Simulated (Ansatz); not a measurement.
# Direct or indirect: SnCl4 sheet (P4/mmm)

```xyz
5
Lattice="5.1834 0.0000 0.0000 5.1834 5.1834 0.0000 0.0000 0.0000 19.6600" Properties=species:S:1:pos:R:3 pbc="T T T"
Sn    0.0000    0.0000    9.8300
Cl    5.1834    2.5917    9.8300
Cl    2.5917    0.0000    9.8300
Cl    0.0000    0.0000   12.1591
Cl    0.0000    0.0000    7.5009
```

Method: Ansatz, PBE, independent particles, without spin-orbit coupling, line width 0.1 eV (Gaussian). The band structure gives a fundamental gap of 1.27 eV. The spectrum of vertical transitions near the edge:

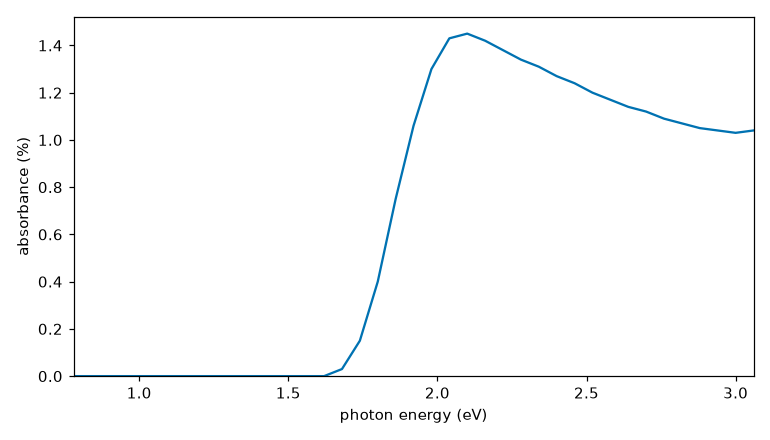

Problem. Is the gap direct or indirect, and about where do vertical transitions set in?

Solution. Indirect, by the band path, whose least direct gap is 1.81 eV. The curves fit this: they stay near zero above 1.27 eV and rise only from about 1.8 eV, though a forbidden direct transition would look alike. Lines are broadened by 0.1 eV, which spreads the edge, and phonons, which would give weak absorption from the fundamental gap up, are left out.

Cells made by substitution are models, which may or may not match a known phase.

[Logs are printed without paths, hosts, clocks, repeated set-up lines and the standing remarks that a program may print on its own settings, such as how far it seeks lower states.]
